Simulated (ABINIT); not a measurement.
# Quasiparticle gap of BN (Qingsongite) in ABINIT, part 2 of 2

How does a plane-wave GW calculation on BN (Qingsongite) run from the first input to the gap?

ABINIT 10.8.3; LDA and many-body steps on it, plane waves. Known limits of the many-body steps: not at the basis limit; coarse k mesh.

So far. Step 2 (Ground state): The gap is indirect, with the least direct gap 4.33 eV higher. Step 3 (Bands along the symmetry lines): The gap is 4.420 eV, as in the run before at this level.

### Step 4. Empty states on the mesh, 6×6×6 mesh, 68 bands

Level of this step: DFT, LDA, plane waves, norm-conserving pseudopotentials (ABINIT).

The sums over transitions need many empty states on a uniform mesh; this step solves for them.

Input file run.abi:

```
acell 3*1.0 Angstrom
rprim 
  -0.000000000000 1.807500000000 1.807500000000
  1.807500000000 0.000000000000 1.807500000000
  1.807500000000 1.807500000000 -0.000000000000
ntypat 2
znucl 5 7
natom 2
typat 1 2
xred 
  0.000000000000 0.000000000000 0.000000000000
  0.250000000000 0.250000000000 0.250000000000
pp_dirpath "pseudos"
pseudos "B.upf, N.upf"
ecut 36
ngkpt 6 6 6
nshiftk 1
shiftk 0 0 0
kptopt 1
chksymbreak 0
irdden 1
istwfk *1
nband 68
prtvol 0
optdriver 6
gwr_task "HDIAGO"
paral_kgb 0
occopt 1
indata_prefix "in"
outdata_prefix "out"
tmpdata_prefix "tmp"
```

Started as:

```bash
> OMP_NUM_THREADS=1 mpirun -n 8 abinit run.abi > log
```

Numbers of over 12 decimals in the logs are rounded to 6 here.

Log:

```text
[banner, memory and clock lines left out]
.Version 10.8.3 of ABINIT. v10.8.2 released Aug 2026.

 Symmetries : space group F-4 3 m (#216); Bravais cF (face-center cubic)
[... echo of the input left out ...]
== DATASET  1 ==================================================================
-   mpi_nproc: 8, omp_nthreads: 1 (-1 if OMP is not activated)

--- !DatasetInfo
iteration_state: {dtset: 1, }
dimensions: {natom: 2, nkpt: 16, mband: 68, nsppol: 1, nspinor: 1, nspden: 1, mpw: 869, }
cutoff_energies: {ecut:  36.0, pawecutdg:  -1.0, }
electrons: {nelect:   8.00000000E+00, charge:   0.00000000E+00, occopt:   1.00000000E+00, tsmear:   1.00000000E-02, }

.Using double precision arithmetic; gwpc =  8

- Reading GS density from: in_DEN

--- Pseudopotential description ------------------------------------------------
- B Generated using ONCVPSP code by D. R. Hamann
-  5.00000   3.00000  180309                  znucl, zion, pspdat
12 -1012 1 -1 1498                            pspcod,pspxc,lmax,lloc,mmax
     nproj     2     2
  pspatm : epsatm=    3.19369156
         --- l  ekb(1:nproj) -->
             0    8.437831    1.245441
             1   -3.670611   -0.766497
 pspatm: atomic psp has been read  and splines computed

- N Generated using ONCVPSP code by D. R. Hamann
-  7.00000   5.00000  180309                  znucl, zion, pspdat
12 -1012 1 -1 1058                            pspcod,pspxc,lmax,lloc,mmax
     nproj     2     2
  pspatm : epsatm=    5.30777321
         --- l  ekb(1:nproj) -->
             0    7.408032    0.617798
             1   -4.361519   -1.032581
 pspatm: atomic psp has been read  and splines computed

   6.80117181E+01                                ecore*ucvol(ha*bohr**3)

 Total charge density [el/Bohr^3]
)     Maximum=    5.6568E-01  at reduced coord.    0.2000    0.2000    0.4000
)     Minimum=    7.7961E-03  at reduced coord.    0.0000    0.0000    0.0000
   Integrated=    8.0000E+00

 === KS gaps after direct diagonalization ===
 Indirect band gap semiconductor
 Fundamental gap:     4.420 (eV)
   VBM:     8.006 (eV) at k: [ 0.0000E+00,  0.0000E+00,  0.0000E+00]
   CBM:    12.426 (eV) at k: [ 5.0000E-01,  5.0000E-01,  0.0000E+00]
 Direct gap:         8.748 (eV) at k: [ 0.0000E+00,  0.0000E+00,  0.0000E+00]

== END DATASET(S) ==============================================================

 -outvars: echo values of variables after computation  --------
           etotal      0.0000000000E+00
            nband          68
             nkpt          16
          spgroup         216
 [... the other variables as echoed above ...]

 Calculation completed.
```

Elapsed: 5 s, on 8 MPI ranks of Arm Neoverse N1, shared host; peak memory 0.72 GiB; 39 s of CPU time.

Numbers from this step:

| Item | Value |
| --- | --- |
| gap | 4.420 eV |
| k of the valence top | 0, 0, 0 |
| k of the conduction bottom | 0.5, 0.5, 0 |
| least direct gap | 8.748 eV |
| k points computed | 16 |
| lowest point of the top converged band, above the valence top | 140.0992 eV |

On this mesh the gap is 4.420 eV.

### Step 5. Screening, 6×6×6 mesh, 60 bands, screening to 244.9 eV

The RPA dielectric matrix is built and inverted for each q.

This step: RPA screening on LDA, plane waves, norm-conserving pseudopotentials.

Changes to run.abi since step 4:

```diff
@@ -20,10 +20,11 @@
 chksymbreak 0
-irdden 1
 istwfk *1
-nband 68
-prtvol 0
-optdriver 6
-gwr_task "HDIAGO"
-paral_kgb 0
 occopt 1
+irdwfk 1
+optdriver 3
+nband 60
+ecuteps 9
+inclvkb 2
+awtr 1
+symchi 1
 indata_prefix "in"
```

Log:

```text
.Version 10.8.3 of ABINIT. v10.8.2 released Aug 2026.

 Symmetries : space group F-4 3 m (#216); Bravais cF (face-center cubic)
[... echo of the input left out ...]
== DATASET  1 ==================================================================
-   mpi_nproc: 8, omp_nthreads: 1 (-1 if OMP is not activated)

--- !DatasetInfo
iteration_state: {dtset: 1, }
dimensions: {natom: 2, nkpt: 16, mband: 60, nsppol: 1, nspinor: 1, nspden: 1, mpw: 869, }
cutoff_energies: {ecut:  36.0, pawecutdg:  -1.0, }
electrons: {nelect:   8.00000000E+00, charge:   0.00000000E+00, occopt:   1.00000000E+00, tsmear:   1.00000000E-02, }

 SCREENING: Calculation of the susceptibility and dielectric matrices

 Based on a program developped by R.W. Godby, V. Olevano, G. Onida, and L. Reining.
 Incorporated in ABINIT by V. Olevano, G.-M. Rignanese, and M. Torrent.
.Using double precision arithmetic ; gwpc =  8

[... cell and pseudopotentials left out ...]
--------------------------------------------------------------------------------

 ==== K-mesh for the wavefunctions ====
 Number of points in the irreducible wedge :    16
[... list of points left out ...]
 Together with 24 symmetry operations and time-reversal symmetry
 yields   216 points in the full Brillouin Zone.

 ==== Q-mesh for the screening function ====
 Number of points in the irreducible wedge :    16
[... list of points left out ...]
 Together with 24 symmetry operations and time-reversal symmetry
 yields   216 points in the full Brillouin Zone.

 setmesh: FFT mesh size selected  =    20x   20x   20
          total number of points  =         8000

 vcoul_init : cutoff-mode = AUXILIARY_FUNCTION
 q-points for optical limit:   1
     1)      0.000010    0.000020    0.000030

- screening: taking advantage of time-reversal symmetry
- Maximum band index for partially occupied states nbvw = 4
- Remaining bands to be divided among processors   nbcw = 56
- Number of bands treated by each node ~7

 Number of electrons calculated from density =    8.0000; Expected =    8.0000
 average of density, n =  0.100376
 r_s =    1.3348
 omega_plasma =   30.5612 [eV]

 calculating chi0 at frequencies [eV] :
  1    0.000000E+00    0.000000E+00
  2    0.000000E+00    3.056116E+01

--------------------------------------------------------------------------------
  q-point number  1        q = ( 0.000000, 0.000000, 0.000000) [r.l.u.]
--------------------------------------------------------------------------------
[... chi0 elements left out ...]
 For q-point:  0.000010 0.000020 0.000030
  dielectric constant =   4.4351
  dielectric constant without local fields =   4.7901

  Average fulfillment of the sum rule on Im[epsilon] for q-point    1 :     84.83  [%]
[... wings left out ...]
  q-point number  2        q = ( 0.166667, 0.000000, 0.000000) [r.l.u.]
--------------------------------------------------------------------------------
[... chi0 elements left out ...]
  Average fulfillment of the sum rule on Im[epsilon] for q-point    2 :     96.03  [%]

 [... 14 further q-points ...]
```

Elapsed: 11 s, on 8 MPI ranks; peak memory 0.71 GiB.

This step gave:

```yaml
eps_infinity_with_local_fields_on_this_mesh_along_the_program_s_q_direction: 4.435
the_same_without_local_fields: 4.790
plasma_frequency: 30.56 eV
plane_waves_in_the_screening_matrix: 113
```

Local fields lower ε∞ by 7 %. On a Γ-centred mesh this coarse the value itself is usually too large, while a short band sum pulls it down.

### Step 6. Self-energy, 6×6×6 mesh, 60 bands, screening to 244.9 eV

The self-energy is evaluated for the states that the input lists, and the levels follow from it, in one-shot runs by the linearised quasiparticle equation.

This step: G0W0 on LDA, plane waves, norm-conserving pseudopotentials.

Changes to run.abi since step 5:

```diff
@@ -23,8 +23,19 @@
 irdwfk 1
-optdriver 3
+optdriver 4
 nband 60
+gwcalctyp 0
+ecutsigx 36
+symsigma 1
+nkptgw 3
+kptgw 
+  0.0000000000 0.0000000000 0.0000000000
+  0.5000000000 0.5000000000 0.0000000000
+  0.5000000000 0.0000000000 0.0000000000
+bdgw 
+  2 7
+  3 6
+  3 7
 ecuteps 9
-inclvkb 2
-awtr 1
-symchi 1
+irdscr 1
+ppmodel 1
 indata_prefix "in"
```

Log:

```text
.Version 10.8.3 of ABINIT. v10.8.2 released Aug 2026.

 Symmetries : space group F-4 3 m (#216); Bravais cF (face-center cubic)
[... echo of the input left out ...]
== DATASET  1 ==================================================================
-   mpi_nproc: 8, omp_nthreads: 1 (-1 if OMP is not activated)

--- !DatasetInfo
iteration_state: {dtset: 1, }
dimensions: {natom: 2, nkpt: 16, mband: 60, nsppol: 1, nspinor: 1, nspden: 1, mpw: 869, }
cutoff_energies: {ecut:  36.0, pawecutdg:  -1.0, }
electrons: {nelect:   8.00000000E+00, charge:   0.00000000E+00, occopt:   1.00000000E+00, tsmear:   1.00000000E-02, }

 SIGMA: Calculation of the GW corrections

 Based on a program developped by R.W. Godby, V. Olevano, G. Onida, and L. Reining.
 Incorporated in ABINIT by V. Olevano, G.-M. Rignanese, and M. Torrent.
.Using double precision arithmetic ; gwpc =  8

[... cell and pseudopotentials left out ...]
--------------------------------------------------------------------------------

 ==== K-mesh for the wavefunctions ====
 Number of points in the irreducible wedge :    16
[... list of points left out ...]
 Together with 24 symmetry operations and time-reversal symmetry
 yields   216 points in the full Brillouin Zone.

 ==== Q-mesh for screening function ====
 Number of points in the irreducible wedge :    16
[... list of points left out ...]
 Together with 24 symmetry operations and time-reversal symmetry
 yields   216 points in the full Brillouin Zone.

 vcoul_init : cutoff-mode = AUXILIARY_FUNCTION
 q-points for optical limit:   1
     1)      0.000010    0.000020    0.000030
 setmesh: FFT mesh size selected  =    25x   25x   25
          total number of points  =        15625

 Number of electrons calculated from density =    8.0000; Expected =    8.0000
 average of density, n =  0.100376
 r_s =    1.3348
 omega_plasma =   30.5612 [eV]

 === KS Band Gaps ===
  >>>> For spin  1
   Minimum direct gap =   8.7475 [eV], located at k-point      :   0.0000  0.0000  0.0000
   Fundamental gap    =   4.4200 [eV], Top of valence bands at :   0.0000  0.0000  0.0000
                                       Bottom of conduction at :   0.5000  0.5000  0.0000
 SIGMA fundamental parameters:
 PLASMON POLE MODEL  1
 number of plane-waves for SigmaX                  869
 number of plane-waves for SigmaC and W            113
 number of plane-waves for wavefunctions           869
 number of bands                                    60
 number of independent spin polarizations            1
 number of spinorial components                      1
 number of k-points in IBZ                          16
 number of q-points in IBZ                          16
 number of symmetry operations                      24
 number of k-points in BZ                          216
 number of q-points in BZ                          216
 number of frequencies for dSigma/dE                 9
 frequency step for dSigma/dE [eV]                0.25
 number of omega for Sigma on real axis              0
 max omega for Sigma on real axis  [eV]           0.00
 zcut for avoiding poles [eV]                     0.10

 EPSILON^-1 parameters (SCR file):
 dimension of the eps^-1 matrix on file            113
 dimension of the eps^-1 matrix used               113
 number of plane-waves for wavefunctions           869
 number of bands                                    60
 number of q-points in IBZ                          16
 number of frequencies                               2
 number of real frequencies                          1
 number of imag frequencies                          1

 matrix elements of self-energy operator (all in [eV])

 Perturbative Calculation

--- !SelfEnergy_ee
iteration_state: {dtset: 1, }
kpoint     : [   0.000,    0.000,    0.000, ]
spin       : 1
KS_gap     :    8.748
QP_gap     :   10.933
Delta_QP_KS:    2.186
data: !SigmaeeData |
     Band     E0 <VxcDFT>   SigX SigC(E0)      Z dSigC/dE  Sig(E)    E-E0       E
        2   8.006 -18.334 -22.055   2.590   0.826  -0.211 -19.268  -0.934   7.072
        3   8.006 -18.334 -22.055   2.590   0.826  -0.211 -19.268  -0.934   7.072
        4   8.006 -18.334 -22.055   2.590   0.826  -0.211 -19.268  -0.934   7.072
        5  16.753 -13.840  -7.141  -5.212   0.841  -0.188 -12.588   1.252  18.005
        6  16.753 -13.840  -7.141  -5.212   0.841  -0.188 -12.588   1.252  18.005
        7  16.753 -13.840  -7.141  -5.212   0.841  -0.188 -12.588   1.252  18.005

--- !SelfEnergy_ee
iteration_state: {dtset: 1, }
kpoint     : [   0.500,    0.500,    0.000, ]
spin       : 1
KS_gap     :    9.351
QP_gap     :   11.513
Delta_QP_KS:    2.162
data: !SigmaeeData |
     Band     E0 <VxcDFT>   SigX SigC(E0)      Z dSigC/dE  Sig(E)    E-E0       E
        3   3.075 -16.416 -21.623   3.584   0.815  -0.227 -17.739  -1.323   1.752
        4   3.075 -16.416 -21.623   3.584   0.815  -0.227 -17.739  -1.323   1.752
        5  12.426 -12.866  -7.423  -4.459   0.853  -0.172 -12.027   0.839  13.265
        6  17.261 -12.887  -6.730  -5.049   0.850  -0.176 -11.945   0.942  18.203

--- !SelfEnergy_ee
iteration_state: {dtset: 1, }
kpoint     : [   0.500,    0.000,    0.000, ]
spin       : 1
KS_gap     :   12.216
QP_gap     :   14.234
Delta_QP_KS:    2.018
data: !SigmaeeData |
     Band     E0 <VxcDFT>   SigX SigC(E0)      Z dSigC/dE  Sig(E)    E-E0       E
        3   6.055 -17.485 -21.827   2.990   0.823  -0.215 -18.598  -1.113   4.941
        4   6.055 -17.485 -21.827   2.990   0.823  -0.215 -18.598  -1.113   4.941
        5  18.271 -14.773  -8.158  -5.527   0.831  -0.203 -13.869   0.904  19.175
        6  18.648 -14.038  -6.915  -5.512   0.838  -0.194 -12.688   1.350  19.998
        7  18.648 -14.038  -6.915  -5.512   0.838  -0.194 -12.688   1.350  19.998

== END DATASET(S) ==============================================================
================================================================================

 -outvars: echo values of variables after computation  --------
           etotal      0.0000000000E+00
            nband          60
             nkpt          16
          spgroup         216
 [... the other variables as echoed above ...]

 Calculation completed.
```

It took 6.3 s on 8 MPI ranks; peak memory 0.79 GiB; 49 s of CPU time.

Numbers from this step:

```yaml
g0w0_gap_on_the_points_computed: 6.193 eV
starting_gap_on_the_mesh: 4.420 eV
k_of_the_valence_top: 0, 0, 0
k_of_the_conduction_bottom: 0.5, 0.5, 0
z_at_the_valence_top: 0.826
z_at_the_conduction_bottom: 0.853
least_direct_g0w0_gap_on_the_computed_points: 10.93 eV
```

The gap on the mesh goes from 4.42 eV to 6.19 eV, a correction of +1.77 eV.

Limits: finite bands, cutoff and mesh; coarse k mesh. v1 is the top filled band, c1 the lowest empty one. The levels before and after the correction (eV, zero at the valence-band top of each column):

```tsv
	conduction bottom	valence top
Kohn-Sham	4.42	0.00
G0W0	6.19	0.00
```

```tsv
	level	energy (eV)
Kohn-Sham	Γ v3-v1	0.000
Kohn-Sham	Γ c1-c3	8.748
Kohn-Sham	(0.5 0.5 0) v2-v1	-4.931
Kohn-Sham	(0.5 0.5 0) c1	4.420
Kohn-Sham	(0.5 0.5 0) c2	9.255
G0W0	Γ v3-v1	0.000
G0W0	Γ c1-c3	10.933
G0W0	(0.5 0.5 0) v2-v1	-5.320
G0W0	(0.5 0.5 0) c1	6.193
G0W0	(0.5 0.5 0) c2	11.131
```

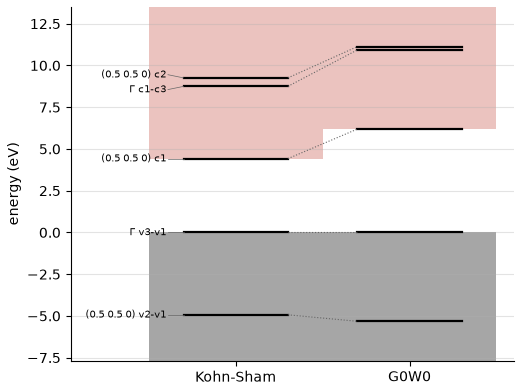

Levels before and after the correction. Shaded: valence and conduction bands.

### Step 7. Where the time went

Times are wall times on 8 MPI ranks of Arm Neoverse N1, shared host, good to a factor of about two.

```tsv
step	time	share	memory (GiB)
ground state	4.8 s	16 %	0.46
bands along the symmetry lines	4.1 s	13 %	0.43
empty states on the mesh	5 s	16 %	0.72
screening	11 s	34 %	0.71
self-energy	6.3 s	20 %	0.79
```

### Step 8. Summary of results

* LDA gap: 4.42 eV, indirect
* G0W0 gap on the mesh: 6.19 eV
* GW settings: 6×6×6 mesh, 60 bands, screening to 244.9 eV, Godby-Needs plasmon pole
* known limits: not at the basis limit; coarse k mesh

In words: G0W0 moves the gap on the mesh from 4.42 eV to 6.19 eV (+1.77 eV), with Z of 0.83 and 0.85 at the edges. Local fields lower the RPA ε∞ on this mesh from 4.79 to 4.44; a Γ-centred mesh this coarse tends to raise both, most where the direct gap is narrow, while a short band sum lowers them. Only 3 of the mesh's irreducible points were corrected, so a valley elsewhere could overtake. The dearest step here is «screening». Bands and cutoff are finite, so the gap is not at the basis limit. The miss can reach some tenths of an eV and take either sign; the mesh is an error of its own. In the G0W0 run levels were corrected at 3 k points alone, so a gap called «on the mesh» is the least over those, and an edge elsewhere would be missed. The 6×6×6 mesh is coarse for this cell, which bears on the long-range parts of exchange and screening.

[Paths, hosts, dates, memory and timing lines, banners, echoed tables and standing remarks are left out of the program output.]

[Logs are printed without paths, hosts, clocks, repeated set-up lines and the standing remarks that a program may print on its own settings, such as how far it seeks lower states.]

[Runs of the session that timed out or met a known fault of the program may be left out.]

[Hosts, paths, dates, database ids (printed as entryN), source tags and the programs' standing remarks are cut or masked in the printed files.]

[G0W0 gaps are taken among the corrected bands and points alone; a level outside them can change the order at an edge.]

[Where Ansatz stands beside ABINIT at settings called matched, ABINIT's density can come from a denser mesh and the files from another edition; pairs whose starting gaps differed by over 0.03 eV were left out, so agreement reads better than it is.]
